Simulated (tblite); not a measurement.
## Molecular dynamics, with input and output: GeN₂H₆ (part 2 of 2)

Continued. System: GeN₂H₆, SMILES N[NH][GeH3]. Method: GFN2-xTB Langevin dynamics, gas phase (tblite 0.8.0). 

Geometry of the input (Å):
```
N  -1.5527  0.1733  -0.1568
N  -0.3456  -0.6324  -0.3214
Ge 1.2160  0.1968  0.1500
H  -2.3360  -0.4821  -0.1443
H  -1.4986  0.5649  0.7830
H  -0.3455  -0.9448  -1.2885
H  2.2834  -0.7699  -0.2319
H  1.4695  1.5488  -0.4519
H  1.1231  0.3514  1.6366
```

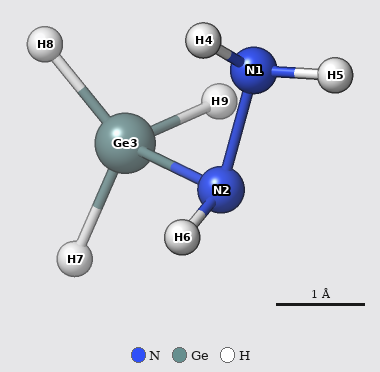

Fig. 1: The geometry at step 31 of the log (ball-and-stick view, seen at a tilt; atoms are numbered from 1 in the order of the input).

## Trajectory as extended XYZ, continued
```
9
Properties=species:S:1:pos:R:3:forces:R:3 step=21 time_fs=525.0 energy=-292.31738 temperature=811.2
N    -1.4863   -0.4942   -0.2656    3.6707   2.5244   0.8224
N    -0.4888   -1.5373   -0.0947    0.8317   1.4125   1.7328
Ge    1.2429   -0.7736   -0.2954   -1.1733   1.5858  -0.5457
H    -2.3614   -0.7645   -0.4866   -3.1188  -1.4700  -0.4957
H    -1.4580    0.1937    0.5246   -0.0048  -1.2182  -0.7252
H    -0.7039   -2.3065   -0.6519   -0.4093  -1.1981  -1.1456
H     2.4791   -1.5636   -0.3839    0.2910  -0.7242  -0.2556
H     1.0806    0.2536   -1.6768    0.3308  -0.7702   1.4239
H     1.5156   -0.0110    1.0676   -0.4179  -0.1420  -0.8112
9
Properties=species:S:1:pos:R:3:forces:R:3 step=22 time_fs=550.0 energy=-292.83642 temperature=1025.3
N    -1.6563   -0.5647   -0.2180   -1.7804   0.0116  -2.6398
N    -0.5648   -1.4367    0.0081    1.0716  -1.1495   0.1053
Ge    1.1137   -0.7460   -0.3065    0.1959  -0.9922   0.1690
H    -2.4769   -1.0478   -0.7105    1.3787   0.7583   1.2991
H    -1.9054   -0.1386    0.6382   -0.5741   0.1586   1.0053
H    -0.6102   -2.2665   -0.5807   -0.4119   0.0943   0.1405
H     1.9397   -2.0148   -0.2232   -0.0545   0.2752   0.0362
H     1.3499   -0.1595   -1.6298    0.0679   0.4183  -0.3660
H     1.4437    0.1154    0.8271    0.1068   0.4254   0.2504
9
Properties=species:S:1:pos:R:3:forces:R:3 step=23 time_fs=575.0 energy=-292.17607 temperature=517.5
N    -1.8409   -0.5550   -0.1474   -2.6809  -1.1082   1.3196
N    -0.6971   -1.2579    0.0531    3.5922  -3.1400   1.0218
Ge    1.0054   -0.6884   -0.3085   -0.3105   1.2964   0.9924
H    -2.4115   -1.2174   -0.6741   -0.6735   0.5806  -0.8253
H    -2.4088   -0.5449    0.7646    0.8550   0.6638  -0.8857
H    -0.6641   -2.3514    0.4418   -0.7707   2.8622  -1.1204
H     1.7820   -1.9613   -0.1113    0.0625   0.2540   0.0798
H     1.4493    0.1217   -1.5203   -0.3257  -0.5075  -0.2626
H     1.1407    0.5339    0.7309    0.2516  -0.9013  -0.3195
9
Properties=species:S:1:pos:R:3:forces:R:3 step=24 time_fs=600.0 energy=-292.59955 temperature=490.8
N    -1.9551   -0.4835    0.0011   -1.2754  -0.5400  -1.9709
N    -0.7815   -1.2218    0.1719    1.5673   3.0085  -1.4374
Ge    0.9047   -0.5772   -0.2632   -0.6292  -2.2291  -0.9047
H    -2.6443   -1.0105   -0.6195    1.1002   0.6306   0.4306
H    -2.4968   -0.3480    0.8233   -0.1274   0.2193   1.3289
H    -0.8151   -2.0587    0.6008   -0.4560  -3.1731   1.8566
H     1.8881   -1.7739    0.0835   -0.7390   0.4965  -0.3033
H     0.7614   -0.4622   -1.7811    0.3567   0.3106   0.4835
H     1.5253    0.4840    0.4709    0.2029   1.2766   0.5167
9
Properties=species:S:1:pos:R:3:forces:R:3 step=25 time_fs=625.0 energy=-292.68554 temperature=486.5
N    -2.0249   -0.3074    0.1613    1.4479  -0.1314   0.8881
N    -0.8482   -1.2096    0.1699    0.0733   0.1620   0.9265
Ge    0.8399   -0.4895   -0.2433   -2.0236   1.7957   1.1034
H    -2.8438   -0.8475    0.0079   -0.6967  -0.9698  -0.7005
H    -2.2497    0.0985    1.0817    0.7925   0.0590  -0.1648
H    -0.6508   -1.7350    1.0786   -1.0003   0.8041  -1.0966
H     1.6832   -1.5074    0.2455    1.1712  -1.1585   0.6112
H     1.0212   -0.2284   -1.6381    0.0195   0.1860  -1.1247
H     0.9370    0.8693    0.5446    0.2162  -0.7470  -0.4427
9
Properties=species:S:1:pos:R:3:forces:R:3 step=26 time_fs=650.0 energy=-292.63150 temperature=343.3
N    -1.9631   -0.2617    0.1349   -0.9332  -1.2640   0.0557
N    -0.8398   -1.1783    0.1335   -0.3582  -0.2183   0.5362
Ge    0.7721   -0.4463   -0.2020    1.3950  -0.8022  -0.8288
H    -2.8471   -0.7200    0.4798    1.2797   0.4146  -0.4548
H    -1.8161    0.5788    0.6765    0.2297   0.0860   0.4482
H    -0.7380   -1.8793    0.9076   -0.6673   0.9287  -0.4613
H     1.7496   -1.6930    0.2713   -0.6788   1.1282  -0.4125
H     1.0267   -0.1473   -1.7815   -0.2869  -0.1638   1.2396
H     1.0250    0.8194    0.6172    0.0199  -0.1092  -0.1223
9
Properties=species:S:1:pos:R:3:forces:R:3 step=27 time_fs=675.0 energy=-292.51889 temperature=427.2
N    -1.9822   -0.1791    0.0399    0.5563   0.9588   0.5369
N    -0.8827   -1.1260    0.1197    0.3572  -0.3326   0.1710
Ge    0.7416   -0.4064   -0.1100   -0.8235   0.5985   0.9783
H    -2.7842   -0.5523    0.5113   -0.5094  -0.3762   0.2047
H    -1.7482    0.7146    0.5929   -0.0716  -1.4219  -0.6485
H    -0.9758   -2.0580    0.5263   -0.7303   0.8282   0.0899
H     1.7456   -1.3235    0.3025    0.9713  -1.2313   0.2369
H     0.7235   -0.1993   -1.5265    0.3361   0.7561  -0.9633
H     0.8841    0.6835    0.9530   -0.0862   0.2203  -0.6060
9
Properties=species:S:1:pos:R:3:forces:R:3 step=28 time_fs=700.0 energy=-292.56010 temperature=708.0
N    -2.0521   -0.0260    0.0130   -1.6817  -2.3218  -0.5649
N    -1.0555   -1.0337    0.1030    2.0888  -0.5709   1.1515
Ge    0.6877   -0.3002    0.0307    0.2974  -0.0627  -1.2779
H    -2.9147   -0.6425   -0.0955    0.6576   1.3172  -0.2616
H    -2.2019    0.4248    0.8852    0.0153   0.8294   1.0587
H    -1.0475   -1.6485    0.9917   -0.5414   1.0199  -1.2644
H     1.6596   -1.5720    0.0963   -0.6131   1.0306   0.1692
H     0.9438    0.5067   -1.3086   -0.2922  -0.8491   0.4188
H     0.8849    0.9281    0.9006    0.0694  -0.3925   0.5705
9
Properties=species:S:1:pos:R:3:forces:R:3 step=29 time_fs=725.0 energy=-292.79321 temperature=621.3
N    -2.1604    0.0477    0.0096   -0.4452   0.8671   3.1617
N    -1.1318   -0.9189    0.1753    1.6298   1.6911  -1.2331
Ge    0.5754   -0.1195    0.0753   -1.0243  -1.0400   1.5873
H    -2.7017   -0.2057   -0.7525   -1.3610  -0.6201  -1.8661
H    -2.8493    0.1149    0.8504    1.5097  -0.1906  -1.3767
H    -1.3183   -1.7087    0.7164   -0.4151  -1.1646   0.9025
H     1.5339   -1.2405    0.1139    0.2183  -0.3383  -0.2004
H     0.6556    0.6844   -1.1081   -0.0702   0.5539  -0.7579
H     0.8652    0.6219    1.3580   -0.0421   0.2415  -0.2174
9
Properties=species:S:1:pos:R:3:forces:R:3 step=30 time_fs=750.0 energy=-292.73027 temperature=596.7
N    -2.1931    0.1670    0.1066    0.0424   1.4272  -2.4516
N    -1.1770   -0.7893    0.2639   -1.5839  -2.8566  -0.7505
Ge    0.4126   -0.0465    0.1006    1.3766   0.5778  -1.2834
H    -2.6079    0.2639   -0.8789    1.0120  -0.2993   1.3359
H    -2.9697    0.0538    0.6918   -1.0678  -0.6021   1.2593
H    -1.3953   -1.7048   -0.2537    0.3611   1.2813   0.9761
H     1.5556   -1.0392   -0.3641   -0.7287   0.5211   0.4985
H     0.1452    0.9314   -1.0612    0.4383  -0.0551   0.3577
H     0.6541    0.6998    1.3622    0.1500   0.0057   0.0579
9
Properties=species:S:1:pos:R:3:forces:R:3 step=31 time_fs=775.0 energy=-292.71912 temperature=646.3
N    -2.2659    0.4143    0.1639   -0.4541  -1.8126   2.7004
N    -1.4218   -0.8225    0.1367    0.1293   1.9235  -0.7723
Ge    0.3230    0.0312    0.0500   -0.6740  -1.4381   1.4788
H    -2.5857    0.6943   -0.7076   -0.2553   0.4806  -2.3121
H    -3.1786    0.1990    0.6622    1.3559   0.0437  -0.2297
H    -1.7003   -1.4367   -0.6437    0.1928   0.3378   0.3621
H     1.2985   -1.1416   -0.1290   -0.1738   0.4879  -0.1225
H     0.5153    1.2076   -0.8033   -0.0636   0.2239  -0.6076
H     0.4519    0.5601    1.4833   -0.0572  -0.2466  -0.4971
9
Properties=species:S:1:pos:R:3:forces:R:3 step=32 time_fs=800.0 energy=-292.82907 temperature=732.8
N    -2.4782    0.5647    0.2297   -0.2622  -0.2125  -0.8834
N    -1.4396   -0.4185   -0.0841   -2.7241   0.0501  -0.3149
Ge    0.2235   -0.0018    0.0256    2.1243   1.3020  -0.4201
H    -3.0905    0.9181   -0.5882    1.4760  -0.9085   1.0456
H    -3.1055    0.0595    0.8458   -0.2720   0.2361   0.1686
H    -1.7920   -1.2288   -0.5756   -0.0066  -0.0274  -0.0454
H     1.1348   -1.1642   -0.1219   -0.1855  -0.3173   0.0259
H     0.6434    0.9715   -1.0914   -0.0792  -0.1599   0.2376
H     0.4758    0.7078    1.3011   -0.0707   0.0374   0.1862
9
Properties=species:S:1:pos:R:3:forces:R:3 step=33 time_fs=825.0 energy=-292.67881 temperature=536.2
N    -2.5972    0.6492    0.3869    0.7137  -0.5180   2.0299
N    -1.6920   -0.2191   -0.2170    1.2692  -0.7283  -0.9938
Ge    0.2145   -0.0548   -0.0280   -2.3372  -1.2260   0.9799
H    -3.2015    1.1948   -0.1666   -0.6866   0.3677  -1.0150
H    -3.0852    0.1560    1.1471   -0.0922   0.3814  -0.5101
H    -2.0761   -0.8676   -0.9324    0.2360   0.5738   0.5331
H     0.5237   -1.6043    0.1651    0.1475   1.0555  -0.2121
H     0.8750    0.5393   -1.1977    0.4040   0.2326  -0.3253
H     0.2029    0.7029    1.2913    0.3457  -0.1386  -0.4866
9
Properties=species:S:1:pos:R:3:forces:R:3 step=34 time_fs=850.0 energy=-292.70080 temperature=431.6
N    -2.5302    0.6849    0.4698    0.1807   1.9919  -1.1004
N    -1.6246   -0.0537   -0.3054   -0.2973  -0.7521  -1.7632
Ge    0.1158   -0.1421   -0.1244    0.9794   1.8693   0.2186
H    -3.1274    1.2541   -0.1775    0.4071  -0.5686   1.0316
H    -3.0367    0.0136    0.9689   -1.4615  -0.7875   0.9691
H    -2.0036   -0.3371   -1.2120   -0.0043  -0.0954   0.2808
H     0.5310   -1.4328    0.2438    0.3745  -2.0432   0.4889
H     1.0241    0.1951   -1.2698   -0.2341   0.1896  -0.2208
H     0.4231    0.7337    1.0263    0.0554   0.1959   0.0953
9
Properties=species:S:1:pos:R:3:forces:R:3 step=35 time_fs=875.0 energy=-292.79083 temperature=435.5
N    -2.4171    0.7754    0.6276    0.0580  -1.7422  -0.5474
N    -1.7824   -0.0173   -0.4367    0.7940   0.7429   1.2576
Ge    0.0316   -0.1550   -0.1597   -0.3728  -1.3169  -0.9050
H    -2.5874    1.6837    0.2298   -0.6996   0.2209   0.0850
H    -3.2555    0.2571    0.9653    0.5936   0.9340  -0.4016
H    -2.3681   -0.4521   -1.1270   -0.1495   0.0266   0.0812
H     0.5586   -1.6384    0.2418   -0.3521   1.0219  -0.1905
H     0.5967    0.1518   -1.5443    0.0908  -0.1233   0.2819
H     0.3705    0.8700    0.8236    0.0376   0.2361   0.3388
9
Properties=species:S:1:pos:R:3:forces:R:3 step=36 time_fs=900.0 energy=-292.75742 temperature=574.5
N    -2.3953    0.7873    0.7665    1.0294   2.1387  -1.1136
N    -1.8369    0.0884   -0.3877   -0.9682   0.1872  -0.2983
Ge   -0.0852   -0.1419   -0.2261    0.6340  -0.1743   0.0681
H    -2.5224    1.8191    0.4519   -0.0805  -1.9467   0.6080
H    -3.2675    0.4254    1.0544   -1.0456  -0.4421   0.0894
H    -2.4057   -0.6280   -0.8309   -0.1942   0.4253   0.3623
H     0.1710   -1.5535    0.1078    0.3548  -0.5109   0.0119
H     0.6433    0.2140   -1.4951   -0.1183   0.0248   0.1523
H     0.1566    0.6848    0.9581    0.3887   0.2981   0.1200
9
Properties=species:S:1:pos:R:3:forces:R:3 step=37 time_fs=925.0 energy=-292.64857 temperature=619.7
N    -2.4523    0.8002    0.9330   -0.4564  -3.9425  -0.2109
N    -2.0334    0.3242   -0.4139    0.6144  -0.1381   1.1998
Ge   -0.1716   -0.1438   -0.3206    0.2058   0.3597  -0.5311
H    -2.3149    1.7289    0.8825    0.6077   3.9708  -0.0701
H    -3.4421    0.6354    1.1323    0.2187  -0.1366  -0.4609
H    -2.4864   -0.5550   -0.5956   -0.5173  -0.2805  -0.0644
H     0.4670   -1.5297   -0.4022   -0.4891   0.0258   0.3281
H     0.2608    0.3885   -1.6447    0.0923   0.2210  -0.2122
H     0.5538    0.6376    0.7358   -0.2761  -0.0794   0.0217
9
Properties=species:S:1:pos:R:3:forces:R:3 step=38 time_fs=950.0 energy=-292.47810 temperature=621.4
N    -2.4751    0.7613    1.0708    1.9433   2.3728  -1.3472
N    -1.9457    0.4236   -0.2974   -2.3326  -0.9760  -0.6031
Ge   -0.2070   -0.1251   -0.4230   -0.5743  -1.5660   0.8771
H    -1.8519    1.6612    1.2105   -1.2016  -1.9080   0.4710
H    -3.3644    1.2114    0.8354   -0.1736  -0.2688   0.2863
H    -2.7408   -0.1402   -0.7648    1.8009   0.8851   0.7758
H     0.0108   -1.7119   -0.1395   -0.0675   1.0679  -0.7091
H     0.3548    0.5497   -1.6118    0.0675  -0.1749  -0.2086
H     0.2643    0.3812    0.8599    0.5381   0.5679   0.4579
9
Properties=species:S:1:pos:R:3:forces:R:3 step=39 time_fs=975.0 energy=-292.51081 temperature=781.7
N    -2.5585    0.7664    0.9918   -4.4531   1.8647  -2.3737
N    -1.9090    0.6635   -0.2606   -0.2767  -0.9587  -1.2729
Ge   -0.2535   -0.1410   -0.4690   -0.1066   2.9647  -0.3492
H    -1.9571    0.8118    1.6906    3.7736  -0.1279   3.9764
H    -2.9694    1.7587    1.0111    0.1788  -1.3483  -0.1001
H    -2.6693    0.2113   -0.8331    1.2057   0.4284   0.0892
H    -0.1497   -1.5261   -0.5471    0.1918  -2.4172   0.2963
H    -0.0288    0.3270   -1.8781    0.1371   0.0282  -0.0077
H     0.7920    0.5658    0.4288   -0.6505  -0.4339  -0.2583
9
Properties=species:S:1:pos:R:3:forces:R:3 step=40 time_fs=1000.0 energy=-292.61820 temperature=493.7
N    -2.6146    0.7970    0.9113   -0.5865  -1.7124   4.3949
N    -1.8329    0.7816   -0.2370    1.2086   0.1462  -0.6718
Ge   -0.2268   -0.0929   -0.5654   -1.2285  -0.7494   1.2930
H    -2.2830    0.1518    1.7610   -0.3866   0.9913  -2.3766
H    -2.6828    1.6810    1.4327    0.4635   0.3531  -0.7515
H    -2.5531    0.8508   -0.9289    0.1795  -0.2422  -1.0215
H    -0.1870   -1.5691    0.0047   -0.0962   0.7371  -0.1915
H    -0.0009   -0.2125   -1.9845    0.0377   0.1910  -0.8785
H     0.7864    0.6520    0.1930    0.4084   0.2853   0.2035
```

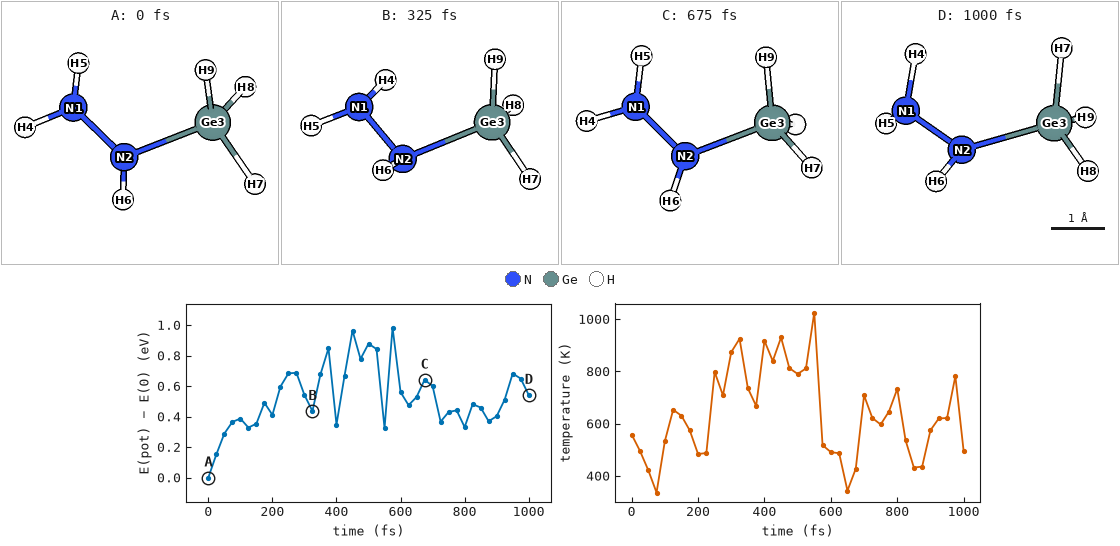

Fig. 2: Frames of the molecular dynamics (ball-and-stick, seen at a tilt) above the curves, on which the letters mark them. The trajectory kept here has 41 frames over 1000 fs. The temperature starts at 558 K, ranges from 336 to 1025 K and averages 604 K over the second half. The potential energy ends 0.542 eV above its first value. After an unweighted best fit of the last frame on the first, the root-mean-square displacement is 0.99 Å.

## Key numbers

- outcome: finished
- mean temperature over the second half: 604 K
- trajectory: 41 frames kept, 1000 fs
- hardware: 1 CPU thread, shared host
- wall time: 15 s
- peak memory: 0.18 GiB
